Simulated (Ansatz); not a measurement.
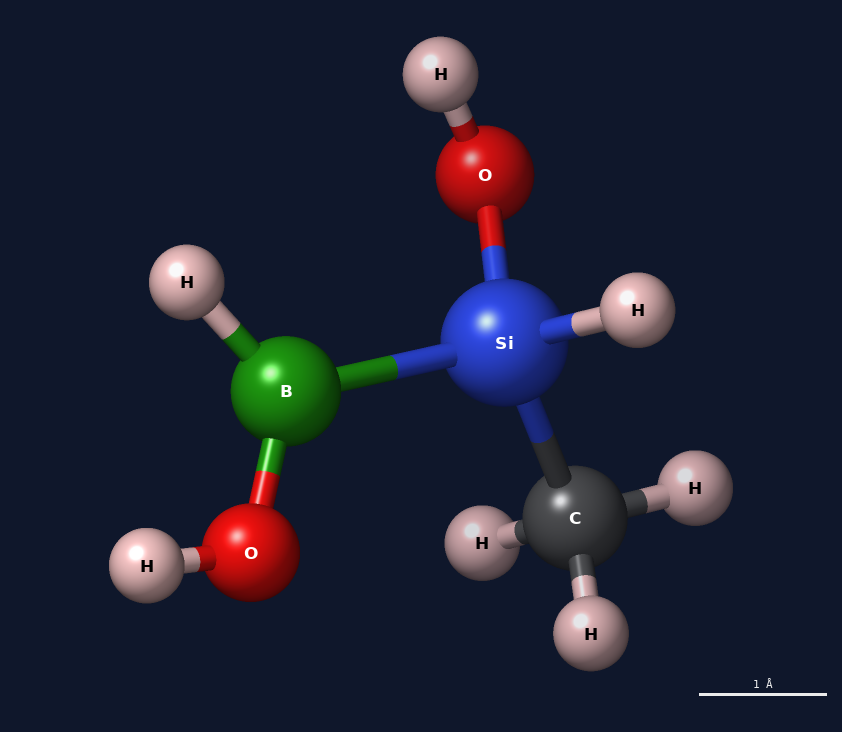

Rendered structure (ball-and-stick style). Every bond is drawn as one stick, whatever its order.

Computed geometry: PBE0-D4/def2-TZVP optimisation.

**Give the formula.**

CH₇BO₂Si, 12 atoms: 1 carbon, 7 hydrogen, 1 boron, 2 oxygen and 1 silicon.

**Write the SMILES.**

C[Si@@H](O)BO

**What is the point group of this geometry?**

C1.

**Describe its rings.**

It has no ring.

The parts below concern this one geometry. Atoms keep their numbers from picture to picture.

## Vibrations

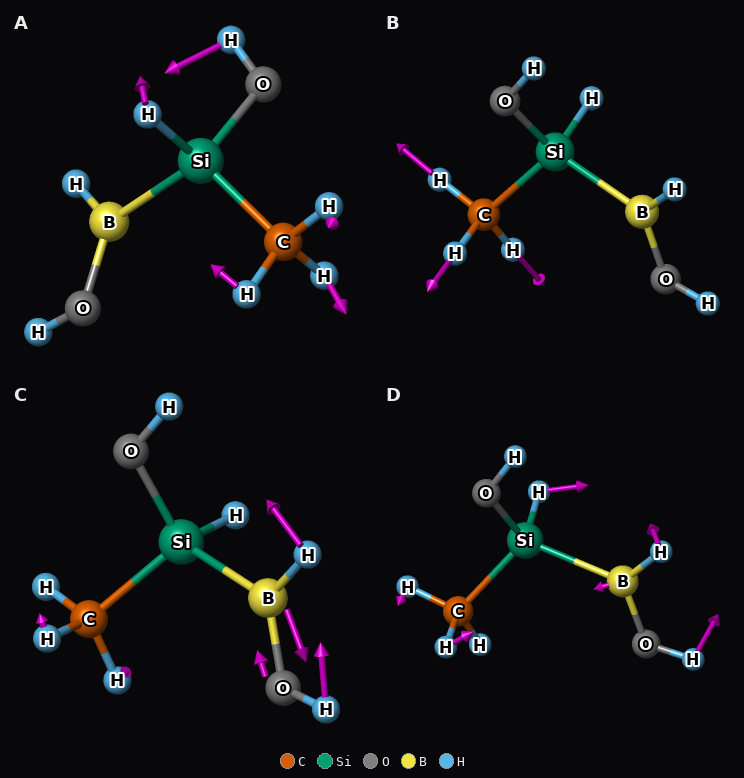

4 normal modes of one molecule or complex, as arrows. Harmonic vibrations computed with RKS PBE0-D4/def2-TZVP (Ansatz 0.2.0) at a stationary point of the same level.

**Match the panels to the wavenumbers 529 cm⁻¹, 858 cm⁻¹, 1363 cm⁻¹, 3052 cm⁻¹.**

A: 858 cm⁻¹, angle bending
B: 3052 cm⁻¹, in-phase stretching of 3 C–H bonds
C: 1363 cm⁻¹
D: 529 cm⁻¹

## Dipole moment

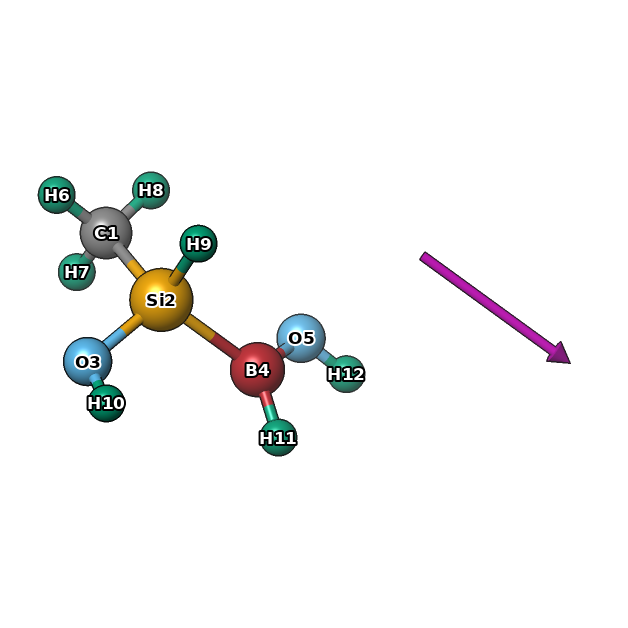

The arrow beside the molecule shows the direction of the dipole moment, from the negative to the positive end (its length means nothing). Level of theory: RKS PBE0-D4/def2-TZVP (Ansatz 0.2.0).

**How large is the dipole moment?**

2.46 D; it points from the side of H6 to the side of H12 (the outermost atoms at the two ends).

## Charges

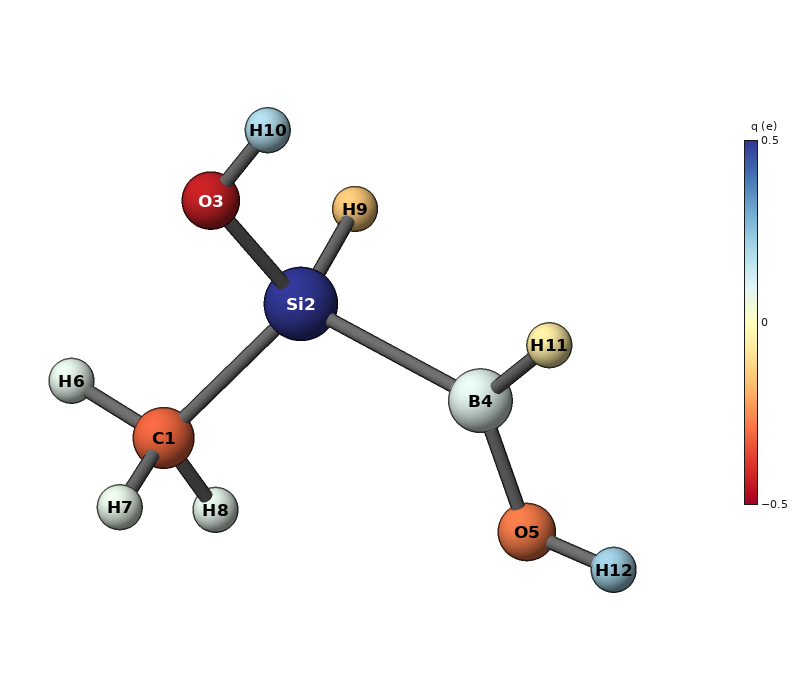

Atoms are coloured by their Mulliken charges. Method: RKS r2SCAN-D4/def2-TZVPP (Ansatz 0.2.0).

Give the Mulliken charges atom by atom.

```tsv
atom	value (e)
C1	−0.31
Si2	0.49
O3	−0.43
B4	0.09
O5	−0.28
H6	0.08
H7	0.07
H8	0.07
H9	−0.14
H10	0.19
H11	−0.06
H12	0.22
```

Mulliken values depend strongly on the basis set and can even reverse the polarity of a bond.
